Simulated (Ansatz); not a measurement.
Molecular dynamics of CH$_{10}$O$_{2}$Si (part 5 of 5)

CH$_{10}$O$_{2}$Si; UKS B3LYP-D4/def2-SVP (Ansatz 0.2.0). It belongs to a series of runs on one base structure; here: dynamics from the highest image of the converged band.

Geometry of the input (Å):
```
Si -0.5569  -0.2348  -0.6820
H  0.9448  -0.7136  0.0682
H  -0.6750  -1.6425  -1.1812
H  -1.9867  0.2517  -0.9714
C  0.4114  0.9927  -1.7498
H  -0.1153  -0.1928  1.9222
O  -0.9512  0.0817  1.0800
H  1.1748  -0.6994  1.2233
O  0.9449  -0.5780  2.2972
H  1.4060  0.6115  -2.0276
H  0.5596  1.9264  -1.1791
H  -0.1583  1.2492  -2.6581
H  -1.8402  0.4322  1.2300
H  0.8423  -1.4845  2.6285
```

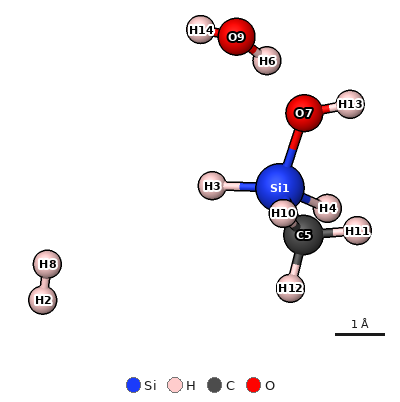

**Figure 1.** The geometry at step 167 of the log (ball-and-stick view, seen at a tilt; atoms are numbered from 1 in the order of the input).

**Trajectory as extended XYZ, continued**
```
14
Properties=species:S:1:pos:R:3:forces:R:3 step=133 time_fs=66.5 energy=-13166.45267 temperature=903.6
Si   -0.9761   -0.1583   -0.8643    0.7288  -0.1231  -0.4368
H     4.3678   -2.2667   -1.5222    0.2393  -0.1623  -1.6413
H    -0.5746   -1.5782   -0.9665   -0.0567  -0.2275  -0.0844
H    -2.2610    0.0340   -1.6178    0.1075   0.1572   0.1599
C     0.4598    0.9324   -1.4065    0.0300   0.2196   0.8623
H     0.8557   -0.2312    1.9719    0.5943  -0.3646   1.6379
O    -1.1009    0.1552    0.7699   -0.2001  -0.2605   0.2714
H     4.2636   -2.1968   -0.8137   -0.2425   0.1651   1.6437
O     1.2870   -0.5481    2.8302   -0.7661   0.5910  -1.8112
H     1.3937    0.5519   -0.9247   -0.3642   0.0362  -0.3922
H     0.3047    1.9342   -0.9629   -0.0720  -0.0347  -0.0421
H     0.6020    1.0894   -2.4665    0.2058  -0.1461  -0.6990
H    -1.7581    0.8181    0.9812   -0.1949   0.3054   0.3989
H     1.0055   -1.4715    2.8258   -0.0093  -0.1557   0.1330
14
Properties=species:S:1:pos:R:3:forces:R:3 step=137 time_fs=68.5 energy=-13166.48194 temperature=921.4
Si   -0.9908   -0.1599   -0.8695    0.9217  -0.3252  -0.7318
H     4.5211   -2.3324   -1.6018   -0.1021   0.0673   0.7552
H    -0.6331   -1.6126   -0.9651   -0.1189   0.1477  -0.1442
H    -2.2805    0.1012   -1.6008    0.1939   0.0644   0.1081
C     0.4627    0.9358   -1.3862   -0.3744   0.0872   0.0985
H     0.8726   -0.2117    2.0098    0.3796  -0.2990   1.1905
O    -1.1049    0.1574    0.7509   -0.6159   0.1412   0.8534
H     4.4180   -2.2629   -0.8276    0.0998  -0.0651  -0.7533
O     1.2998   -0.5475    2.8478   -0.7329  -0.1662  -1.3440
H     1.3929    0.5849   -0.9052   -0.0873  -0.0864  -0.1338
H     0.2701    1.9451   -0.9872   -0.0463   0.0516   0.0659
H     0.6113    1.0620   -2.4576    0.1965  -0.1443  -0.4389
H    -1.7489    0.8532    0.9349    0.1129  -0.0038   0.3767
H     1.0153   -1.4844    2.8298    0.1734   0.5306   0.0979
14
Properties=species:S:1:pos:R:3:forces:R:3 step=141 time_fs=70.5 energy=-13166.41981 temperature=881.9
Si   -1.0044   -0.1620   -0.8757    1.0338  -0.3882  -0.8831
H     4.6716   -2.3961   -1.6595   -0.1629   0.1090   1.3338
H    -0.6960   -1.6417   -0.9693   -0.1307   0.4237  -0.1908
H    -2.2926    0.1709   -1.5799    0.2209  -0.0273   0.0122
C     0.4644    0.9396   -1.3657   -0.7645   0.0855  -1.1559
H     0.9009   -0.2008    2.0870   -0.7880   0.6480  -1.1063
O    -1.1105    0.1599    0.7340   -0.9491   0.5066   1.3580
H     4.5751   -2.3307   -0.8634    0.1609  -0.1072  -1.3323
O     1.3110   -0.5472    2.8625    0.5026  -0.9335   0.9447
H     1.3891    0.6146   -0.8905    0.2824  -0.2045   0.1942
H     0.2339    1.9576   -1.0092    0.0237   0.0019   0.0779
H     0.6276    1.0291   -2.4639    0.0746  -0.1249   0.3379
H    -1.7356    0.8880    0.9029    0.3848  -0.3341   0.3241
H     1.0310   -1.4798    2.8377    0.1114   0.3450   0.0855
14
Properties=species:S:1:pos:R:3:forces:R:3 step=144 time_fs=72.0 energy=-13166.39758 temperature=867.2
Si   -1.0136   -0.1639   -0.8811    1.0604  -0.2729  -0.8902
H     4.7807   -2.4414   -1.6720    0.0107  -0.0086  -0.1039
H    -0.7465   -1.6536   -0.9771   -0.0978   0.4833  -0.2158
H    -2.2963    0.2227   -1.5638    0.2021  -0.0859  -0.0747
C     0.4642    0.9426   -1.3525   -0.7762  -0.0128  -1.6267
H     0.9061   -0.1793    2.1244   -1.0861   0.8579  -1.5911
O    -1.1161    0.1625    0.7234   -0.8303   0.3721   1.5513
H     4.6967   -2.3842   -0.9209   -0.0124   0.0101   0.1050
O     1.3200   -0.5483    2.8746    1.0277  -0.5003   1.4880
H     1.3922    0.6322   -0.8754    0.2599  -0.1737   0.2854
H     0.2072    1.9671   -1.0239    0.0998  -0.1081   0.0491
H     0.6421    1.0014   -2.4622    0.0028  -0.0472   0.6512
H    -1.7169    0.9069    0.8873    0.2545  -0.2103   0.3569
H     1.0455   -1.4676    2.8457   -0.1150  -0.3035   0.0157
14
Properties=species:S:1:pos:R:3:forces:R:3 step=148 time_fs=74.0 energy=-13166.36256 temperature=845.0
Si   -1.0246   -0.1667   -0.8894    1.0153   0.1270  -0.7603
H     4.9271   -2.5026   -1.6997    0.1671  -0.1167  -1.7226
H    -0.8167   -1.6539   -0.9948   -0.0134   0.3417  -0.2353
H    -2.2946    0.2887   -1.5450    0.1447  -0.1476  -0.1892
C     0.4618    0.9464   -1.3393   -0.4048  -0.3428  -1.3496
H     0.8821   -0.1279    2.1315    0.0527  -0.4089   0.5097
O    -1.1252    0.1667    0.7125   -0.4224  -0.1566   1.6072
H     4.8577   -2.4545   -0.9866   -0.1687   0.1179   1.7234
O     1.3338   -0.5504    2.8933    0.0788   1.0743  -0.4693
H     1.4031    0.6504   -0.8465   -0.2024  -0.0031   0.1633
H     0.1751    1.9758   -1.0418    0.1817  -0.2079   0.0192
H     0.6616    0.9632   -2.4393    0.0063   0.0954   0.4153
H    -1.6849    0.9269    0.8787   -0.1228   0.2483   0.4288
H     1.0604   -1.4624    2.8563   -0.3121  -0.6210  -0.1405
14
Properties=species:S:1:pos:R:3:forces:R:3 step=152 time_fs=76.0 energy=-13166.32743 temperature=822.2
Si   -1.0342   -0.1693   -0.8987    0.8808   0.7589  -0.4909
H     5.0785   -2.5672   -1.7778   -0.0535   0.0367   0.6375
H    -0.8874   -1.6417   -1.0214    0.0860   0.0166  -0.2379
H    -2.2874    0.3491   -1.5334    0.0828  -0.1967  -0.2831
C     0.4581    0.9492   -1.3304   -0.0921  -0.7217  -0.5500
H     0.8580   -0.0900    2.1533    0.6634  -1.1189   1.4293
O    -1.1354    0.1705    0.7055   -0.3620  -0.2757   1.6253
H     5.0137   -2.5214   -1.0018    0.0521  -0.0357  -0.6368
O     1.3479   -0.5503    2.9111   -0.7420   0.8799  -1.3704
H     1.4066    0.6683   -0.8114   -0.6044   0.1141   0.0186
H     0.1498    1.9771   -1.0589    0.1881  -0.1503   0.0202
H     0.6817    0.9286   -2.4021    0.1236   0.2005  -0.3244
H    -1.6562    0.9547    0.8860   -0.1161   0.2174   0.3367
H     1.0647   -1.4769    2.8619   -0.1067   0.2748  -0.1742
14
Properties=species:S:1:pos:R:3:forces:R:3 step=156 time_fs=78.0 energy=-13166.31697 temperature=815.6
Si   -1.0426   -0.1708   -0.9087    0.6844   1.3941  -0.1487
H     5.2286   -2.6308   -1.8381   -0.0997   0.0712   1.3898
H    -0.9548   -1.6288   -1.0571    0.1648  -0.2791  -0.2126
H    -2.2770    0.4020   -1.5326    0.0446  -0.2406  -0.3343
C     0.4540    0.9496   -1.3233   -0.1051  -0.9547  -0.2467
H     0.8556   -0.0905    2.2238    0.0185  -0.3950   0.3155
O    -1.1466    0.1738    0.7024   -0.5843   0.0390   1.6145
H     5.1710   -2.5892   -1.0349    0.0984  -0.0702  -1.3892
O     1.3605   -0.5482    2.9259   -0.3093  -0.3605  -0.3856
H     1.3884    0.6901   -0.7749   -0.5313   0.0642   0.0598
H     0.1314    1.9729   -1.0752    0.1189   0.0144   0.0258
H     0.7064    0.9014   -2.3763    0.2046   0.2419  -0.7132
H    -1.6311    0.9891    0.9057    0.1842  -0.3134   0.0849
H     1.0649   -1.4822    2.8613    0.1113   0.7887  -0.0600
14
Properties=species:S:1:pos:R:3:forces:R:3 step=159 time_fs=79.5 energy=-13166.33814 temperature=828.6
Si   -1.0483   -0.1708   -0.9164    0.5179   1.6794   0.0964
H     5.3388   -2.6770   -1.8515   -0.0032   0.0014   0.0507
H    -1.0015   -1.6252   -1.0892    0.2036  -0.3245  -0.1599
H    -2.2679    0.4357   -1.5402    0.0346  -0.2705  -0.3339
C     0.4507    0.9480   -1.3186   -0.2261  -0.9760  -0.6800
H     0.8552   -0.1020    2.2867   -1.0190   0.7267  -1.1107
O    -1.1558    0.1763    0.7026   -0.5722   0.0125   1.4459
H     5.2913   -2.6417   -1.0915    0.0021  -0.0007  -0.0502
O     1.3694   -0.5471    2.9363    0.7699  -1.0097   0.9374
H     1.3614    0.7081   -0.7461   -0.2016  -0.0548   0.2068
H     0.1208    1.9697   -1.0869    0.0535   0.1009   0.0087
H     0.7297    0.8870   -2.3734    0.1360   0.2585  -0.3994
H    -1.6085    1.0087    0.9233    0.2290  -0.4596  -0.0452
H     1.0671   -1.4683    2.8591    0.0755   0.3164   0.0335
14
Properties=species:S:1:pos:R:3:forces:R:3 step=163 time_fs=81.5 energy=-13166.31289 temperature=813.2
Si   -1.0553   -0.1688   -0.9264    0.2842   1.7062   0.3433
H     5.4860   -2.7387   -1.8760    0.0863  -0.0688  -1.7762
H    -1.0568   -1.6305   -1.1370    0.2454  -0.1049  -0.0336
H    -2.2547    0.4716   -1.5614    0.0312  -0.3006  -0.2828
C     0.4457    0.9432   -1.3145   -0.2745  -0.7943  -1.4075
H     0.8221   -0.0940    2.3360   -0.7435   0.6722  -0.7461
O    -1.1692    0.1794    0.7059   -0.2525  -0.5985   0.9572
H     5.4513   -2.7113   -1.1603   -0.0872   0.0695   1.7766
O     1.3828   -0.5473    2.9520    0.7271   0.1214   0.5423
H     1.3200    0.7298   -0.7002    0.1958  -0.1928   0.3394
H     0.1083    1.9686   -1.1023    0.0037   0.0526  -0.0468
H     0.7648    0.8765   -2.3805   -0.0395   0.2504   0.3164
H    -1.5718    1.0211    0.9454   -0.0203  -0.0480  -0.0315
H     1.0717   -1.4433    2.8573   -0.1560  -0.7644   0.0493
14
Properties=species:S:1:pos:R:3:forces:R:3 step=167 time_fs=83.5 energy=-13166.33572 temperature=827.1
Si   -1.0619   -0.1644   -0.9360    0.0557   1.4945   0.4969
H     5.6358   -2.8025   -1.9523   -0.0175   0.0146   0.5111
H    -1.1026   -1.6394   -1.1860    0.2912   0.2347   0.1297
H    -2.2403    0.4959   -1.5932    0.0142  -0.3079  -0.1965
C     0.4399    0.9358   -1.3147    0.0320  -0.5025  -1.2891
H     0.7648   -0.0640    2.3605    0.8495  -0.5724   0.8448
O    -1.1833    0.1811    0.7114   -0.0139  -1.1389   0.4304
H     5.6088   -2.7789   -1.1772    0.0167  -0.0140  -0.5108
O     1.3976   -0.5474    2.9688   -0.9810   1.0895  -1.0909
H     1.2844    0.7447   -0.6426    0.0996  -0.1923   0.0969
H     0.0961    1.9691   -1.1195    0.0011  -0.1199  -0.0970
H     0.7987    0.8753   -2.3768   -0.1025   0.1668   0.5970
H    -1.5357    1.0318    0.9663   -0.2029   0.3450   0.0030
H     1.0714   -1.4429    2.8573   -0.0421  -0.4972   0.0744
14
Properties=species:S:1:pos:R:3:forces:R:3 step=170 time_fs=85.0 energy=-13166.27585 temperature=789.6
Si   -1.0668   -0.1597   -0.9428   -0.0905   1.3301   0.5812
H     5.7480   -2.8502   -2.0042   -0.0382   0.0365   1.4767
H    -1.1298   -1.6411   -1.2198    0.3239   0.4085   0.2433
H    -2.2291    0.5065   -1.6223   -0.0162  -0.2912  -0.1262
C     0.4356    0.9292   -1.3175    0.3170  -0.3023  -0.5926
H     0.7387   -0.0524    2.3955    1.2342  -0.8387   1.0813
O    -1.1939    0.1807    0.7164   -0.0858  -0.9838   0.2005
H     5.7269   -2.8297   -1.1953    0.0374  -0.0360  -1.4764
O     1.4075   -0.5458    2.9799   -1.6736   0.5124  -1.4323
H     1.2604    0.7510   -0.5966   -0.1682  -0.1366  -0.2626
H     0.0870    1.9669   -1.1347    0.0015  -0.2095  -0.1020
H     0.8218    0.8788   -2.3600   -0.0080   0.0587   0.3602
H    -1.5131    1.0470    0.9819   -0.1038   0.1104  -0.1218
H     1.0700   -1.4556    2.8592    0.2703   0.3413   0.1706
14
Properties=species:S:1:pos:R:3:forces:R:3 step=174 time_fs=87.0 energy=-13166.33219 temperature=824.5
Si   -1.0734   -0.1520   -0.9511   -0.2270   1.2070   0.6833
H     5.8966   -2.9128   -2.0295   -0.0024   0.0029   0.1993
H    -1.1551   -1.6297   -1.2565    0.3500   0.4206   0.3479
H    -2.2150    0.5111   -1.6649   -0.0744  -0.2374  -0.0341
C     0.4306    0.9196   -1.3227    0.3941  -0.1201   0.4687
H     0.7413   -0.0617    2.4748    0.2469  -0.0172   0.1575
O    -1.2083    0.1782    0.7233   -0.2461  -0.5152  -0.0311
H     5.8855   -2.8984   -1.2632    0.0018  -0.0024  -0.1992
O     1.4174   -0.5430    2.9920   -0.8564  -0.6568  -0.5770
H     1.2224    0.7549   -0.5448   -0.3300  -0.0877  -0.5856
H     0.0748    1.9571   -1.1582   -0.0248  -0.1650  -0.0640
H     0.8533    0.8849   -2.3278    0.2398  -0.1013  -0.2714
H    -1.4857    1.0689    0.9978    0.0752  -0.4162  -0.3315
H     1.0777   -1.4605    2.8677    0.4535   0.6889   0.2371
14
Properties=species:S:1:pos:R:3:forces:R:3 step=178 time_fs=89.0 energy=-13166.26482 temperature=782.7
Si   -1.0804   -0.1425   -0.9585   -0.2971   1.1935   0.7728
H     6.0450   -2.9752   -2.0513    0.0020  -0.0208  -1.8032
H    -1.1671   -1.6030   -1.2800    0.3442   0.1747   0.3810
H    -2.2037    0.5066   -1.7089   -0.1339  -0.1576   0.0584
C     0.4269    0.9095   -1.3266    0.2269  -0.0166   0.6619
H     0.7506   -0.0698    2.5589   -1.3686   1.1763  -0.9511
O    -1.2232    0.1743    0.7302   -0.2071  -0.5861  -0.4376
H     6.0443   -2.9673   -1.3347   -0.0026   0.0212   1.8033
O     1.4255   -0.5416    3.0027    1.0691  -0.9319   0.6556
H     1.1730    0.7553   -0.5141   -0.0733  -0.1017  -0.4522
H     0.0616    1.9416   -1.1841   -0.0599   0.0253  -0.0147
H     0.8934    0.8872   -2.3047    0.3023  -0.2213  -0.4856
H    -1.4562    1.0769    1.0018    0.0410  -0.3251  -0.3039
H     1.1011   -1.4431    2.8846    0.1570  -0.2300   0.1152
14
Properties=species:S:1:pos:R:3:forces:R:3 step=181 time_fs=90.5 energy=-13166.31863 temperature=815.7
Si   -1.0858   -0.1343   -0.9633   -0.3224   1.2056   0.8190
H     6.1563   -3.0225   -2.1043   -0.0023  -0.0024  -0.2936
H    -1.1675   -1.5782   -1.2882    0.3194  -0.1178   0.3624
H    -2.1984    0.4991   -1.7406   -0.1667  -0.0930   0.1285
C     0.4247    0.9019   -1.3282    0.1472   0.0892   0.0720
H     0.7293   -0.0510    2.6022   -0.7358   0.5943  -0.4815
O    -1.2348    0.1705    0.7347   -0.1052  -0.9503  -0.8101
H     6.1634   -3.0185   -1.3516    0.0018   0.0027   0.2938
O     1.4328   -0.5418    3.0116    0.7780   0.3476   0.3394
H     1.1337    0.7530   -0.5025    0.2930  -0.1325  -0.0949
H     0.0503    1.9301   -1.2041   -0.0461   0.1477   0.0019
H     0.9306    0.8837   -2.2987    0.0795  -0.2705  -0.1490
H    -1.4329    1.0748    0.9972   -0.0641   0.1125  -0.1489
H     1.1233   -1.4334    2.9004   -0.1763  -0.9330  -0.0391
14
Properties=species:S:1:pos:R:3:forces:R:3 step=185 time_fs=92.5 energy=-13166.25255 temperature=774.4
Si   -1.0935   -0.1220   -0.9688   -0.3433   1.1135   0.8394
H     6.3048   -3.0857   -2.1789    0.0315  -0.0024   1.4628
H    -1.1574   -1.5500   -1.2872    0.2716  -0.4630   0.3109
H    -2.1970    0.4862   -1.7784   -0.1840  -0.0192   0.2144
C     0.4221    0.8921   -1.3304    0.2156   0.3113  -0.6947
H     0.6833   -0.0121    2.6474    1.0117  -0.9294   0.4437
O    -1.2504    0.1634    0.7389   -0.0846  -1.0272  -1.1138
H     6.3219   -3.0866   -1.3703   -0.0319   0.0027  -1.4628
O     1.4437   -0.5413    3.0238   -0.9439   1.2360  -0.5423
H     1.0920    0.7457   -0.4890    0.6009  -0.1224   0.2765
H     0.0341    1.9196   -1.2307    0.0716   0.1535  -0.0033
H     0.9816    0.8699   -2.2939   -0.3272  -0.2883   0.3853
H    -1.4042    1.0764    0.9864   -0.0967   0.3419  -0.0322
H     1.1473   -1.4486    2.9202   -0.1911  -0.3071  -0.0840
14
Properties=species:S:1:pos:R:3:forces:R:3 step=189 time_fs=94.5 energy=-13166.27245 temperature=786.5
Si   -1.1016   -0.1082   -0.9731   -0.3494   0.7134   0.8080
H     6.4544   -3.1489   -2.2064    0.0116  -0.0032   0.3410
H    -1.1370   -1.5386   -1.2743    0.2178  -0.5080   0.2743
H    -2.2026    0.4725   -1.8079   -0.1703   0.0285   0.2797
C     0.4202    0.8832   -1.3345    0.4579   0.4990  -0.4235
H     0.6705   -0.0043    2.7064    1.0798  -1.1086   0.3895
O    -1.2662    0.1540    0.7405   -0.1849  -0.3070  -1.1323
H     6.4794   -3.1546   -1.4361   -0.0120   0.0035  -0.3410
O     1.4527   -0.5382    3.0350   -1.2456   0.2301  -0.5613
H     1.0715    0.7340   -0.4669    0.3767   0.0026   0.0626
H     0.0209    1.9146   -1.2574    0.2586   0.0377  -0.0107
H     1.0208    0.8452   -2.2759   -0.4808  -0.2699   0.4171
H    -1.3787    1.0885    0.9737   -0.0125  -0.1951  -0.0965
H     1.1648   -1.4738    2.9372    0.0531   0.8769  -0.0069
14
Properties=species:S:1:pos:R:3:forces:R:3 step=193 time_fs=96.5 energy=-13166.27049 temperature=785.7
Si   -1.1102   -0.0934   -0.9763   -0.3063  -0.0102   0.7477
H     6.6041   -3.2122   -2.2257   -0.0820   0.0256  -1.8042
H    -1.1082   -1.5456   -1.2507    0.1488  -0.2001   0.2534
H    -2.2146    0.4598   -1.8269   -0.1370   0.0525   0.3152
C     0.4198    0.8760   -1.3397    0.5131   0.5645   0.5753
H     0.6931   -0.0342    2.7782   -0.7348   0.1983  -0.3252
O    -1.2824    0.1438    0.7394   -0.2180   0.2385  -1.1510
H     6.6368   -3.2226   -1.5100    0.0816  -0.0254   1.8043
O     1.4590   -0.5345    3.0449    0.5784  -0.8869   0.1536
H     1.0649    0.7224   -0.4432   -0.0423   0.1519  -0.3927
H     0.0175    1.9112   -1.2845    0.4062  -0.0141  -0.0114
H     1.0428    0.8102   -2.2436   -0.2651  -0.2544  -0.0948
H    -1.3539    1.0939    0.9576    0.0055  -0.5336  -0.0696
H     1.1835   -1.4698    2.9537    0.0517   0.6934  -0.0006
14
Properties=species:S:1:pos:R:3:forces:R:3 step=196 time_fs=98.0 energy=-13166.28406 temperature=794.0
Si   -1.1170   -0.0823   -0.9780   -0.2295  -0.6162   0.7071
H     6.7148   -3.2591   -2.2764   -0.0247   0.0084  -0.4504
H    -1.0828   -1.5565   -1.2267    0.0800   0.1214   0.2179
H    -2.2271    0.4516   -1.8333   -0.1101   0.0616   0.3170
C     0.4206    0.8717   -1.3427    0.3509   0.5506   1.1356
H     0.6966   -0.0553    2.8260   -1.7291   0.9420  -0.5828
O    -1.2950    0.1364    0.7367   -0.1930   0.1572  -1.2287
H     6.7565   -3.2741   -1.5292    0.0244  -0.0082   0.4504
O     1.4644   -0.5329    3.0525    1.7730  -0.5752   0.4789
H     1.0600    0.7172   -0.4340   -0.1869   0.2042  -0.5139
H     0.0247    1.9086   -1.3051    0.4490   0.0502  -0.0182
H     1.0522    0.7774   -2.2206   -0.0305  -0.2575  -0.5272
H    -1.3353    1.0857    0.9439   -0.0291  -0.2795   0.0798
H     1.1987   -1.4497    2.9659   -0.1443  -0.3589  -0.0654
14
Properties=species:S:1:pos:R:3:forces:R:3 step=200 time_fs=100.0 energy=-13166.29021 temperature=798.3
Si   -1.1262   -0.0683   -0.9795   -0.0891  -1.2547   0.6778
H     6.8620   -3.3216   -2.3523    0.0974  -0.0384   1.4357
H    -1.0465   -1.5661   -1.1877   -0.0229   0.4402   0.1154
H    -2.2474    0.4426   -1.8314   -0.0817   0.0684   0.2802
C     0.4225    0.8676   -1.3435    0.1801   0.4718   0.8927
H     0.6523   -0.0573    2.8730    0.0079  -0.0523  -0.0768
O    -1.3121    0.1268    0.7306   -0.1754  -0.1804  -1.2657
H     6.9163   -3.3429   -1.5465   -0.0976   0.0386  -1.4357
O     1.4748   -0.5315    3.0634    0.1777   1.1386   0.0239
H     1.0479    0.7169   -0.4376   -0.0342   0.1626  -0.2205
H     0.0493    1.9073   -1.3333    0.4250   0.2129  -0.0481
H     1.0634    0.7253   -2.2074   -0.0465  -0.2188  -0.5728
H    -1.3115    1.0676    0.9290   -0.0599   0.2910   0.3098
H     1.2135   -1.4375    2.9799   -0.2808  -1.0794  -0.1159
```

**Key numbers**

```csv
quantity,value
outcome,finished
mean temperature over the second half,853 K
trajectory,"200 steps, 100 fs"
ensemble,nve
temperature in the input,100.0 K
time step,0.5 fs
potential energy (last step),−13166.2906 eV
mean-field energy (last step),−13166.0397 eV
largest force (length of the vector) (last step),1.440 eV/Å
wall time,11 min (CPU time 42 min)
peak memory,0.32 GiB
```

**Notes**

So short a trajectory is not equilibrated.
